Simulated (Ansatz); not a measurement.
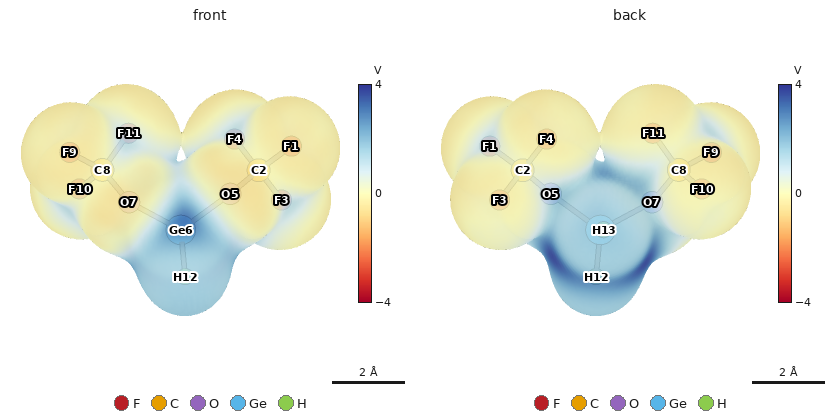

Figure 1: C₂H₂F₆GeO₂ (SMILES FC(F)(F)[O][GeH2][O]C(F)(F)F). The molecular electrostatic potential painted on the density surface at 0.004 e/bohr³, seen from the front and from behind; the colour scale runs from red (negative) to blue (positive).

Geometry: PBE0-D4/def2-TZVP.

Theory: Ansatz 0.2.0, RKS PBE0-D4/def2-TZVPP.

```xyz
13

F     0.9702    2.0544   -2.4455
C     0.0712    1.5025   -1.6449
F    -1.1463    1.7273   -2.1759
F     0.0995    2.1556   -0.4747
O     0.3214    0.2039   -1.5129
Ge   -0.6661   -0.8840   -0.4805
O     0.4709   -1.4923    0.7647
C     0.6229   -0.9251    1.9589
F     1.6183   -1.5093    2.6087
F    -0.4837   -1.0395    2.7134
F     0.8925    0.3852    1.8731
H    -0.9443   -2.1095   -1.3324
H    -1.8062   -0.1039    0.1626
```

### Which sites attract a positive test charge, and which a negative one?

A positive charge is drawn to the negative regions and a negative charge to the positive ones. The most negative region (about −0.6 V) lies over O5 and O7, the most positive (about +3.6 V) over Ge6.
